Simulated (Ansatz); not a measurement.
# Calculations on C₂H₈FOPSi

**1. Relaxation**

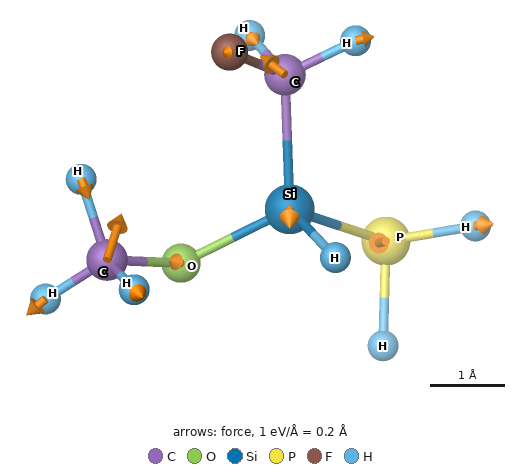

Starting geometry of C2H8FOPSi with the computed forces as orange arrows. A ball-and-stick model, seen at a tilt.

The run prepares an end point of a later path (torsion) calculation, from a guessed geometry.

Computed with RKS PBE0-D4/def2-SVP (Ansatz).

The input:
```yaml
crystal:
  periodic: [false, false, false]
  atoms:
    - { symbol: C, position_ang: [-0.0872, -1.5391, 1.6435] }
    - { symbol: O, position_ang: [-0.8041, -1.0066, 0.4762] }
    - { symbol: Si, position_ang: [-0.0105, 0.0465, -0.5386] }
    - { symbol: P, position_ang: [-1.2564, 0.4598, -2.2536] }
    - { symbol: C, position_ang: [0.5223, 1.6343, 0.2376] }
    - { symbol: F, position_ang: [1.3881, 1.413, 1.2786] }
    - { symbol: H, position_ang: [0.8113, -2.0257, 1.3717] }
    - { symbol: H, position_ang: [-0.7649, -2.1855, 2.1253] }
    - { symbol: H, position_ang: [0.0872, -0.6674, 2.3788] }
    - { symbol: H, position_ang: [1.1984, -0.6689, -1.062] }
    - { symbol: H, position_ang: [-1.4027, -0.8802, -2.7058] }
    - { symbol: H, position_ang: [-0.314, 0.8701, -3.1462] }
    - { symbol: H, position_ang: [-0.3841, 2.206, 0.6575] }
    - { symbol: H, position_ang: [1.0036, 2.3145, -0.4341] }
basis:
  gaussian: { orbitals: def2-SVP }
hamiltonian:
  xc: pbe0
  dispersion: d4
relax:
  f_tol: 0.015
  max_steps: 40
```

Command:
```bash
ansatz run input.yaml --threads 2 --pin off --max-ram 3072MiB --backend cpu --events-out ev --progress --plain --runs-dir out
```

**Is this structure relaxed? If not, where do the atoms go?**

It isn't relaxed: the largest force vector, on C1, is 4.15 eV/Å. The final displacements follow the starting forces only in part (cosine between the two patterns 0.34). The atom that moves furthest after the best rigid fit is H7 (0.19 Å). Largest moves by element: H 0.19 Å, P 0.14 Å, Si 0.11 Å, O 0.09 Å, C 0.07 Å, F 0.05 Å. Among the contacts that change: Si3–P4 2.160 → 2.256 Å, P4–H12 1.361 → 1.431 Å, C1–O2 1.470 → 1.405 Å, Si3–C5 1.846 → 1.897 Å. Among the angles between lasting bonds that change: P4–Si3–H10 106.2° → 114.8°, Si3–P4–H12 100.3° → 92.7°, C1–O2–Si3 118.8° → 123.9°. The energy falls by 0.544 eV in 8 accepted moves (9 points after the start). The largest force component goes from 3.8 to 0.011 eV/Å. The line search rejected the trial step at point 3 of the run. Cost: 55 s on 2 threads of Arm Neoverse V1, on a shared host, peak memory 0.34 GiB.

**2. Relaxation**

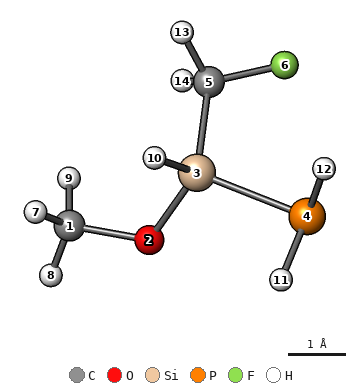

This is the input geometry for a relaxation of C2H8FOPSi. A ball-and-stick model, seen at a tilt.

The run prepares an end point of a later path (torsion) calculation, from a guessed geometry.

Method: RKS PBE0-D4/def2-SVP (Ansatz 0.2.0).

Input
```yaml
crystal:
  periodic: [false, false, false]
  atoms:
    - { symbol: C, position_ang: [-0.0872, -1.5391, 1.6435] }
    - { symbol: O, position_ang: [-0.8041, -1.0066, 0.4762] }
    - { symbol: Si, position_ang: [-0.0105, 0.0465, -0.5386] }
    - { symbol: P, position_ang: [-1.2564, 0.4598, -2.2536] }
    - { symbol: C, position_ang: [0.5223, 1.6343, 0.2376] }
    - { symbol: F, position_ang: [-0.05644, 2.71108, -0.3852] }
    - { symbol: H, position_ang: [0.8113, -2.0257, 1.3717] }
    - { symbol: H, position_ang: [-0.7649, -2.1855, 2.1253] }
    - { symbol: H, position_ang: [0.0872, -0.6674, 2.3788] }
    - { symbol: H, position_ang: [1.1984, -0.6689, -1.062] }
    - { symbol: H, position_ang: [-1.4027, -0.8802, -2.7058] }
    - { symbol: H, position_ang: [-0.314, 0.8701, -3.1462] }
    - { symbol: H, position_ang: [1.66348, 1.76226, 0.15973] }
    - { symbol: H, position_ang: [0.2959, 1.71372, 1.28064] }
basis:
  gaussian: { orbitals: def2-SVP }
hamiltonian:
  xc: pbe0
  dispersion: d4
relax:
  f_tol: 0.015
  max_steps: 40
```

Launched with:
```bash
ansatz run input.yaml --threads 2 --pin off --max-ram 3072MiB --backend cpu --events-out ev --progress --plain --runs-dir out
```

Predict the outcome.

Answer. The largest moves after the best rigid fit, 0.87 Å, are those of H13 and H14. By element the largest moves are H 0.87 Å, F 0.82 Å, C 0.19 Å, P 0.14 Å, Si 0.12 Å, O 0.09 Å. Among the contacts that change: Si3–P4 2.160 → 2.248 Å, P4–H12 1.361 → 1.431 Å, C1–O2 1.470 → 1.400 Å, Si3–C5 1.846 → 1.898 Å. Among the angles between lasting bonds that change: P4–Si3–H10 106.2° → 115.6°, Si3–P4–H12 100.3° → 91.9°, C1–O2–Si3 118.8° → 124.9°. Groups turn about Si3–C5 by about 45°, Si3–P4 by about 20°. Over 22 accepted moves (24 points after the start) the energy falls by 14.2 kcal/mol. The largest force component goes from 3.8 to 0.012 eV/Å. The line search rejected the trial steps at points 11, 18 of the run.

The structure at the end:

```xyz
14

C    -0.2531   -1.4801    1.7034
O    -0.7819   -0.9336    0.5280
Si    0.0781   -0.0307   -0.5725
P    -1.3479    0.3510   -2.2684
C     0.6115    1.6534    0.1224
F    -0.4791    2.4824    0.2780
H     0.6735   -2.0552    1.5170
H    -0.9950   -2.1654    2.1408
H    -0.0278   -0.7027    2.4565
H     1.3405   -0.7594   -0.9362
H    -1.0421   -0.8835   -2.9208
H    -0.3556    1.0762   -3.0018
H     1.3382    2.1320   -0.5610
H     1.1231    1.5398    1.0968
```

The end point in the same view:

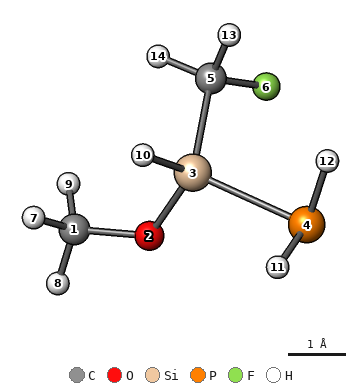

**3. Path**

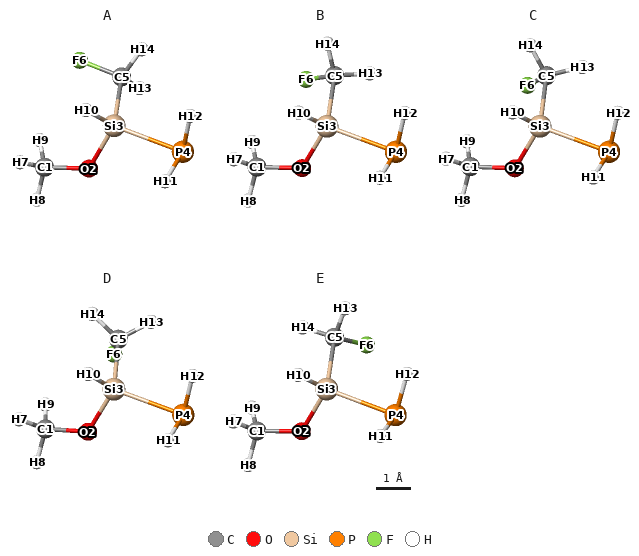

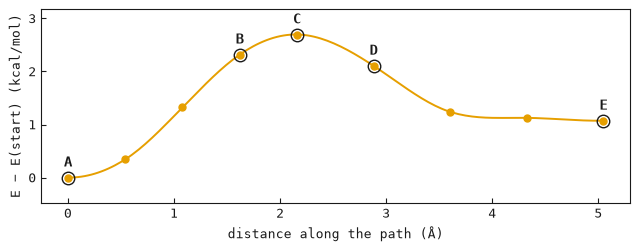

A search for the minimum-energy path of C2H8FOPSi by the nudged elastic band. Images are numbered from 0 (start) to 8 (end). Frames A to E are images 0, 3, 4, 5, 8. A ball-and-stick model, seen at a tilt.

Computed with Ansatz, RKS PBE0-D4/def2-SVP. Settings: 7 movable images; climbing image; force threshold 0.05 eV/Å; iteration limit 49; starting path by image-dependent pair potential.

Question: What happens along the path, and what is the barrier?

Answer: The motion is a rotation about the Si3–C5 bond by about 135°. No bond forms or breaks between the ends. Forward barrier 2.70 kcal/mol, backward barrier 1.62 kcal/mol, with image 4 at the top; the reaction energy is +1.07 kcal/mol. The band converged in 7 iterations, with a climbing image at the top.

The run took 4.2 min on 2 threads of Arm Neoverse V1, on a shared host, peak memory 0.34 GiB.
